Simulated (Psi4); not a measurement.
# AlCNClOF (SMILES O=C=[N][Al]([F])[Cl]): MP2/cc-pVDZ

What is the vertical ionisation energy of AlCNClOF at MP2/cc-pVDZ? 

The calculation is run with Psi4 1.11.

2 further runs of the same task are left out: 2 set aside as unsound or not needed. Runs told in other sessions of the task aren't counted.

## (1) Starting point

The species is AlCNClOF (6 atoms), meant as a singlet with charge 0. SMILES: `O=C=[N][Al]([F])[Cl]`. Geometry: relaxed at PBE0-D4/def2-TZVP. This is one conformer, not always the lowest.

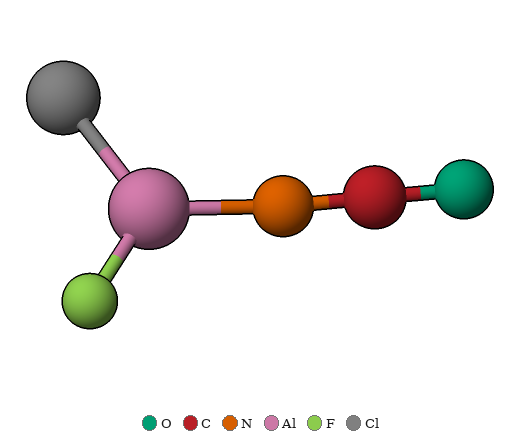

The structure, seen from a chosen angle (oxygen teal, carbon red, nitrogen orange, aluminium pink, fluorine green, chlorine grey).

## (2) A single-point energy at MP2/cc-pVDZ

Input file calclfno.json:

```json
{
  "schema_name": "qcschema_input",
  "schema_version": 1,
  "molecule": {
    "schema_name": "qcschema_molecule",
    "schema_version": 2,
    "symbols": ["O", "C", "N", "Al", "F", "Cl"],
    "geometry": [-3.26166729, -0.56937448, 4.44822632, -1.95492168, -0.46241598, 2.68643466, -0.60735798, -0.37095324, 0.87267552, 1.31298171, 0.06254993, -1.76387036, 2.60631027, -2.39655067, -3.10368619, 1.98421243, 3.61580197, -3.22727428],
    "molecular_charge": 0,
    "molecular_multiplicity": 1,
    "fix_symmetry": "c1"
  },
  "driver": "energy",
  "model": {
    "method": "mp2",
    "basis": "cc-pVDZ"
  },
  "keywords": {
    "puream": true,
    "e_convergence": 1e-09,
    "d_convergence": 1e-08,
    "scf_type": "pk",
    "num_frozen_docc": 14,
    "mp2_type": "conv"
  }
}
```

Started as:

```console
$ psi4 --qcschema calclfno.json -n 1 --memory 2200MB
```

stdout:

```text
[...]
  Running in c1 symmetry.
[...]
  Nuclear repulsion =  298.716656658185627
[...]
  Multiplicity = 1
[...]
  Nalpha       = 30
  Nbeta        = 30
[...]
    Number of basis functions: 92
[...]
   @RHF iter   1:  -968.13439891670362   -1.21855e+00   6.54886e-03 DIIS/ADIIS
[...]
   @RHF iter  13:  -968.27141021641501   -2.50111e-12   4.01811e-09 DIIS
[...]
    Orbital Energies [Eh]
    ---------------------
    Doubly Occupied:
       1A   -104.842729     2A    -58.586789     3A    -26.285505
       4A    -20.626101     5A    -15.592891     6A    -11.429175
       7A    -10.571693     8A     -8.038631     9A     -8.036400
      10A     -8.036211    11A     -4.996872    12A     -3.312827
      13A     -3.312721    14A     -3.312087    15A     -1.571465
      16A     -1.481267    17A     -1.259803    18A     -1.107152
      19A     -0.791155    20A     -0.729590    21A     -0.687496
      22A     -0.661113    23A     -0.658923    24A     -0.646490
      25A     -0.646152    26A     -0.559066    27A     -0.496816
      28A     -0.494870    29A     -0.466172    30A     -0.460176
[...]
  @RHF Final Energy:  -968.27141021641501
   => Energetics <=
    Nuclear Repulsion Energy =            298.7166566581856273
    One-Electron Energy =               -1934.5794605917560602
    Two-Electron Energy =                 667.5913937171553698
    Total Energy =                       -968.2714102164150063
[...]
 Multipole Moments:
 ------------------------------------------------------------------------------------
     Multipole            Electronic (a.u.)      Nuclear  (a.u.)        Total (a.u.)
 ------------------------------------------------------------------------------------
 L = 1.  Multiply by 2.5417464519 to convert [e a0] to [Debye]
 Dipole X            :          2.1326617           -2.0728114            0.0598503
 Dipole Y            :          0.0286444            0.1651548            0.1937992
 Dipole Z            :         -2.8536269            2.7443706           -0.1092564
 Magnitude           :                                                    0.2303848
[...]
	SCS-MP2 Total Energy (a.u.)        :  -969.06214038411292
	SOS-MP2 Total Energy (a.u.)        :  -968.98544376011193
	SCSN-MP2 Total Energy (a.u.)       :  -968.67636839114061
[...]
	SOS-PI-MP2 Total Energy (a.u.)     :  -969.10444935072815
[...]
	MP2 Total Energy (a.u.)            :  -969.09652804149903
[...]
```

The result, in JSON:

```text
{
 "driver": "energy",
 "model": {
  "method": "mp2",
  "basis": "cc-pVDZ"
 },
 "success": true,
 "return_result": -969.096528041499,
 "properties": {
  "calcinfo_nbasis": 92,
  "calcinfo_nmo": 92,
  "calcinfo_nalpha": 30,
  "calcinfo_nbeta": 30,
  "calcinfo_natom": 6,
  "nuclear_repulsion_energy": 298.7166566581856,
  "return_energy": -969.096528041499,
  "scf_one_electron_energy": -1934.579460591756,
  "scf_two_electron_energy": 667.5913937171554,
  "scf_dipole_moment": [0.059850286996173896, 0.19379923785938669, -0.10925637937054411],
  "scf_total_energy": -968.271410216415,
  "scf_iterations": 13,
  "mp2_same_spin_correlation_energy": -0.23008987200323577,
  "mp2_opposite_spin_correlation_energy": -0.5950279530807903,
  "mp2_singles_energy": 0.0,
  "mp2_doubles_energy": -0.8251178250840261,
  "mp2_correlation_energy": -0.8251178250840212,
  "mp2_total_energy": -969.096528041499
 }
}
```

Wall time 16 s (1 thread of AMD EPYC 9R45 (Zen 5), shared host); peak memory 0.48 GiB.

## (3) The doublet cation at the same level

Input file calclfno.dat:

```
memory 2.2 GB

molecule {
  1 2
  O     -1.726000    -0.301300     2.353900
  C     -1.034500    -0.244700     1.421600
  N     -0.321400    -0.196300     0.461800
  Al     0.694800     0.033100    -0.933400
  F      1.379200    -1.268200    -1.642400
  Cl     1.050000     1.913400    -1.707800
  units angstrom
  symmetry c1
}

set {
  basis cc-pVDZ
  reference uhf
  puream true
  e_convergence 1e-09
  d_convergence 1e-08
  scf_type pk
  num_frozen_docc 14
  mp2_type conv
  maxiter 100
}

energy('mp2')
```

Started as:

```console
$ psi4 -i calclfno.dat -o calclfno.out -n 1
```

calclfno.out:

```text
[...]
  Running in c1 symmetry.
[...]
  Nuclear repulsion =  298.716656571062970
[...]
  Multiplicity = 2
[...]
  Nalpha       = 30
  Nbeta        = 29
[...]
    Number of basis functions: 92
[...]
   @UHF iter   1:  -967.70133076004402   -7.85485e-01   6.08832e-03 ADIIS/DIIS
[...]
   @UHF iter  24:  -967.83956772249985   -9.20863e-12   9.14155e-09 DIIS
[...]
   @S^2 Observed:                7.907034867E-01
[...]
    Orbital Energies [Eh]
    ---------------------
    Alpha Occupied:
       1A   -105.195171     2A    -58.811120     3A    -26.466326
       4A    -20.832266     5A    -15.815652     6A    -11.620239
       7A    -10.921974     8A     -8.403665     9A     -8.384069
      10A     -8.381872    11A     -5.220275    12A     -3.536644
      13A     -3.535891    14A     -3.535411    15A     -1.748634
      16A     -1.676259    17A     -1.480097    18A     -1.459244
      19A     -1.000620    20A     -0.921407    21A     -0.884392
      22A     -0.874028    23A     -0.858177    24A     -0.849481
      25A     -0.844792    26A     -0.823518    27A     -0.814131
      28A     -0.805780    29A     -0.690545    30A     -0.675310
    Alpha Virtual:
[...]
  @UHF Final Energy:  -967.83956772249985
   => Energetics <=
    Nuclear Repulsion Energy =            298.7166565710629698
    One-Electron Energy =               -1920.3067393708693089
    Two-Electron Energy =                 653.7505150773065452
    Total Energy =                       -967.8395677224998508
  UHF NO Occupations:
  HONO-2 :   28  A 1.9948295
  HONO-1 :   29  A 1.9877223
  HONO-0 :   30  A 1.0000000
  LUNO+0 :   31  A 0.0122777
  LUNO+1 :   32  A 0.0051705
[...]
 Multipole Moments:
 ------------------------------------------------------------------------------------
     Multipole            Electronic (a.u.)      Nuclear  (a.u.)        Total (a.u.)
 ------------------------------------------------------------------------------------
 L = 1.  Multiply by 2.5417464519 to convert [e a0] to [Debye]
 Dipole X            :          2.4556136           -2.0728114            0.3828022
 Dipole Y            :          1.5563796            0.1651548            1.7215344
 Dipole Z            :         -3.5282298            2.7443706           -0.7838593
 Magnitude           :                                                    1.9299361
[...]
	SCS-MP2 Total Energy (a.u.)        :  -968.62232268483081
	SOS-MP2 Total Energy (a.u.)        :  -968.54598477045249
	SCSN-MP2 Total Energy (a.u.)       :  -968.24263191041780
[...]
	SOS-PI-MP2 Total Energy (a.u.)     :  -968.66372094511132
[...]
	MP2 Total Energy (a.u.)            :  -968.65726233892894
[...]
```

Run time: 17 s. Hardware: 1 thread of AMD EPYC 9R45 (Zen 5), shared host; peak memory 0.49 GiB.

## (4) Results

At MP2/cc-pVDZ, 14 core orbitals frozen:

| quantity | value |
| --- | --- |
| singlet AlCNClOF: total energy | -969.09653 Eh |
| singlet AlCNClOF: HOMO energy (Hartree–Fock orbitals) | -12.52 eV |
| singlet AlCNClOF: LUMO energy (Hartree–Fock orbitals) | 1.91 eV |
| singlet AlCNClOF: HOMO–LUMO gap (Hartree–Fock orbitals) | 14.44 eV |
| singlet AlCNClOF: correlation energy (14 core orbitals frozen) | -825.1 mEh |
| doublet cation: total energy | -968.65726 Eh |
| doublet cation: HOMO energy (Hartree–Fock orbitals) (highest over α and β) | -15.96 eV |
| doublet cation: LUMO energy (Hartree–Fock orbitals) (lowest over α and β) | -10.64 eV |
| doublet cation: correlation energy (14 core orbitals frozen) | -817.7 mEh |
| doublet cation: ⟨S²⟩ of the reference determinant | 0.791 |
| vertical ionisation energy (to the doublet cation) | 11.953 eV |

The vertical ionisation energy comes to 11.95 eV (276 kcal/mol).
